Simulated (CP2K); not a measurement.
# Two attempts at H3O3SiTe (SMILES O[Si](O)(O)[Te])

Aim: the energy of H3O3SiTe at PM6.

The calculation is run with CP2K 2026.2.

## 1. The structure to begin with

H3O3SiTe has 8 atoms, charge 0, and is taken as a doublet. As SMILES, `O[Si](O)(O)[Te]`. The shape comes from GFN2-xTB, which is rough for such elements, and wasn't checked as a minimum.

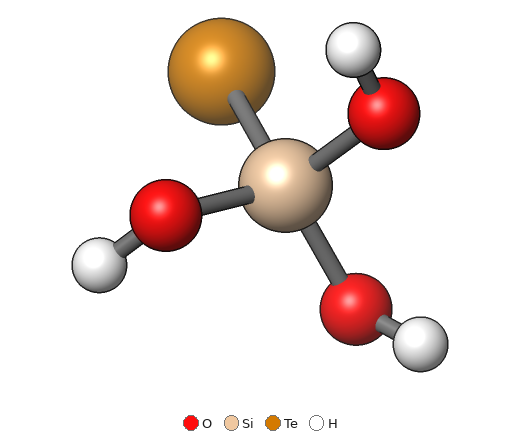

Viewed from a chosen angle; oxygen red, silicon light orange, tellurium orange, hydrogen white.

## 2. First attempt

job.inp reads:

```
&global
 project_name job
 run_type ENERGY
 print_level MEDIUM
&end

&force_eval
 method QUICKSTEP
 &dft
  charge 0
  multiplicity 2
  uks T
  &qs
   method PM6
   eps_default 1.0E-10
   &se
    &coulomb
     cutoff [angstrom] 50
     rc_range [angstrom] 0
    &end
    &exchange
     cutoff [angstrom] 50
     rc_range [angstrom] 0
    &end
   &end
  # cluster boundary conditions
  &poisson
   periodic NONE
   poisson_solver ANALYTIC
  &end
  # self-consistent field
  &scf
   scf_guess ATOMIC
   eps_scf 1.0E-07
   max_scf 30
   &ot ON
    minimizer DIIS
    preconditioner FULL_ALL
   &end
   &outer_scf
    eps_scf 1.0E-07
    max_scf 10
   &end
  &end
  # extra output
  &print
   &moments
    periodic F
    reference COM
    max_moment 1
   &end
   &mo_cubes
    nlumo 5
    nhomo -1
    write_cube F
   &end
   &hirshfeld OFF
   &end
  &end
 &end
 &subsys
  # vacuum box
  &cell
   abc [angstrom] 11.5 11.6 11.3
   periodic NONE
  &end
  &coord
   O     -0.519780     0.835870     1.153900
   Si     0.010890     0.079920    -0.194790
   O      1.467310    -0.510160     0.213990
   O     -0.897990    -1.189870    -0.634030
   Te    -0.032070     1.590010    -2.148900
   H     -1.406060     1.183730     1.171420
   H      2.066160     0.051120     0.695630
   H     -0.688450    -2.040640    -0.257220
  &end
  &topology
   &center_coordinates
   &end
  &end
 &end
&end
```

On the command line:

```sh
$ OMP_NUM_THREADS=1 cp2k.psmp -i job.inp -o job.out
```

Output:

```text
Possible matches for unknown subsection

 POISSON

   keyword EPSISO in section %__ROOT__%FORCE_EVAL%DFT%QS score:  106
   keyword EPS_ISO in section %__ROOT__%FORCE_EVAL%DFT%QS score:  105
   keyword EPSSVD in section %__ROOT__%FORCE_EVAL%DFT%QS score:  105
   enum PS in section %__ROOT__%FORCE_EVAL%DFT%QS for keyword EXTRAPOLATION score:  105
   enum PS in section %__ROOT__%FORCE_EVAL%DFT%QS for keyword INTERPOLATION score:  105

 *******************************************************************************
 *   ___                                                                       *
 *  /   \                                                                      *
 * [ABORT]                                                                     *
 *  \___/                unknown subsection POISSON of section QS              *
 *    |                                                                        *
 *  O/|                                                                        *
 * /| |                                                                        *
 * / \                                               input/input_parsing.F:192 *
 *******************************************************************************

 ===== Routine Calling Stack =====

            5 section_vals_parse
            4 section_vals_parse
            3 section_vals_parse
            2 section_vals_parse
            1 read_input

Program received signal SIGABRT: Process abort signal.

Backtrace for this error:
#0  0x56a9062ef957 in ???
#1  0x56a926ba4cac in __pthread_kill_implementation
#2  0x56a926b4bfb7 in raise
#3  0x56a926b35d37 in abort
#4  0x56a9069c2d83 in ???
#5  0x56a9069c4297 in ???
#6  0x56a906b33e77 in ???
#7  0x56a906b338f7 in ???
#8  0x56a906b338f7 in ???
#9  0x56a906b338f7 in ???
#10  0x56a906409807 in ???
#11  0x56a906c74e8b in ???
#12  0x56a906c79d0b in ???
#13  0x56a906390db3 in ???
#14  0x56a90638ef13 in ???
#15  0x56a926b36573 in __libc_start_call_main
#16  0x56a926b36657 in __libc_start_main_impl
#17  0x56a90638f06f in ???
#18  0xffffffffffffffff in ???
```

Wall time 0.24 s (1 thread of Arm Neoverse V2, shared host).

## 3. Reading the log

The program refused the input.

The log says `\___/                unknown subsection POISSON of section QS`. The fault: a section of the input isn't closed.

## 4. The mended input

job.inp reads:

```
&global
   project job
   run_type ENERGY
   print_level MEDIUM
&end global

&force_eval
   method QUICKSTEP
   &dft
      multiplicity 2
      spin_polarized T
      &qs
         method PM6
         eps_default 1.0E-10
         &se
            &coulomb
               cutoff [angstrom] 50
               rc_range [angstrom] 0
            &end coulomb
            &exchange
               cutoff [angstrom] 50
               rc_range [angstrom] 0
            &end exchange
         &end se
      &end qs
      &poisson
         periodic NONE
         poisson_solver ANALYTIC
      &end poisson
      &scf
         scf_guess ATOMIC
         eps_scf 1.0E-07
         max_scf 30
         &ot
            minimizer DIIS
            preconditioner FULL_ALL
         &end ot
         &outer_scf
            eps_scf 1.0E-07
            max_scf 10
         &end outer_scf
      &end scf
      &print
         &moments
            periodic F
            reference COM
            max_moment 1
         &end moments
         &mo_cubes
            nlumo 5
            nhomo -1
            write_cube F
         &end mo_cubes
         &hirshfeld OFF
         &end hirshfeld
      &end print
   &end dft
   &subsys
      &cell
         abc 11.5 11.6 11.3
         periodic NONE
      &end cell
      &coord
         O     -0.519780     0.835870     1.153900
         Si     0.010890     0.079920    -0.194790
         O      1.467310    -0.510160     0.213990
         O     -0.897990    -1.189870    -0.634030
         Te    -0.032070     1.590010    -2.148900
         H     -1.406060     1.183730     1.171420
         H      2.066160     0.051120     0.695630
         H     -0.688450    -2.040640    -0.257220
      &end coord
      &topology
         &center_coordinates
         &end center_coordinates
      &end topology
   &end subsys
&end force_eval
```

On the command line:

```sh
$ OMP_NUM_THREADS=1 cp2k.psmp -i job.inp > job.out 2>&1
```

Output:

```text
CP2K| version string:                                       CP2K version 2026.2
 CP2K| Input file name                                                   job.inp

[... 187 lines left out ...]
  Step     Update method      Time    Convergence         Total energy    Change
[... 19 lines left out ...]
  outer SCF iter =    1 RMS gradient =   0.73E-02 energy =        -47.7060895131
[... 30 lines left out ...]
  Heat of formation [kcal/mol]:                              -356.97832753118661
[... 24 lines left out ...]
  *** SCF run converged in     7 steps ***
[... 11 lines left out ...]
  outer SCF iter =    3 RMS gradient =   0.88E-07 energy =        -47.8081293019
[... 13 lines left out ...]
 SE_DIPOLE| Moment [a.u.]           0.07243582       0.17880068      -0.92481836
[... 3 lines left out ...]
 *** WARNING in qs_scf_post_se.F:140 :: Printing of MO cube files not ***
[... 35 lines left out ...]
 -------------------------------------------------------------------------------
```

Wall time 0.99 s (1 thread of Arm Neoverse V2, shared host).

## 5. Summary of results

Level: PM6.

| quantity | value |
| --- | --- |
| total energy | -47.80813 Eh |
| dipole moment | 2.40 D |
| heat of formation | -357.0 kcal/mol |

Mulliken charges run from -0.51 on O1 to +0.53 on Si2.
